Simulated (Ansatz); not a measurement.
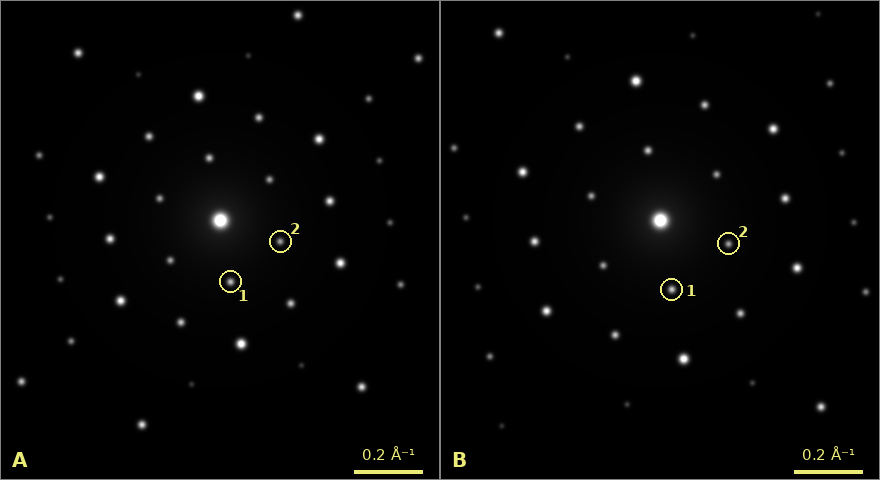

Kinematic electron diffraction patterns (200 kV, B = 0.5 Å², same scale) along [011] of the run's own cell, for the start and the end of one relaxation of LiSc12 with Ansatz, DFT, PAW plane waves, r2scan. k mesh 5×5×5. The start is a generated model structure, and the relaxation ends in the nearest stationary point of its symmetry, not necessarily the ground state. Spot 1 is 0 -1 1 and spot 2 is 1 0 0 in both.

Start structure:

```yaml
crystal:
  lattice:
    - [0.00000, 0.00000, 5.32215]
    - [4.79906, -4.79906, 2.66107]
    - [4.79906, 4.79906, -2.66107]
  atoms:
    - { symbol: Li, position: [0.00000, 0.00000, 0.00000] }
    - { symbol: Sc, position: [0.00000, 0.36000, 0.36000] }
    - { symbol: Sc, position: [0.36000, 0.64000, 0.36000] }
    - { symbol: Sc, position: [0.00000, 0.64000, 0.64000] }
    - { symbol: Sc, position: [0.64000, 0.36000, 0.64000] }
    - { symbol: Sc, position: [0.50000, 0.78000, 0.78000] }
    - { symbol: Sc, position: [0.28000, 0.22000, 0.78000] }
    - { symbol: Sc, position: [0.50000, 0.22000, 0.22000] }
    - { symbol: Sc, position: [0.72000, 0.78000, 0.22000] }
    - { symbol: Sc, position: [0.50000, 0.00000, 0.50000] }
    - { symbol: Sc, position: [0.50000, 0.50000, 0.00000] }
    - { symbol: Sc, position: [0.00000, 0.00000, 0.50000] }
    - { symbol: Sc, position: [0.00000, 0.50000, 0.00000] }
```

Which pattern belongs to the start structure, and which to the relaxed one?

Answer. B is the start: its cell gives d(1) = 4.799 Å, d(2) = 4.654 Å and an angle of 61.0°. A is the relaxed structure, with d(1) = 5.383 Å (+12.2 %), d(2) = 5.288 Å (+13.6 %) and 60.6°.

What did the relaxation do to the structure and the energy?

Answer. The volume changed by +43.5 % to 27.06 Å³ an atom; with the mean shift removed, the atoms moved by up to 0.04 Å relative to the cell (Sc most); the space group stayed I4/mmm (No. 139); the free energy fell by 530 meV an atom. Relaxed cell: a = 6.071 Å, b = 8.195 Å, c = 8.195 Å, α = 97.88°, β = 111.74°, γ = 68.26°.
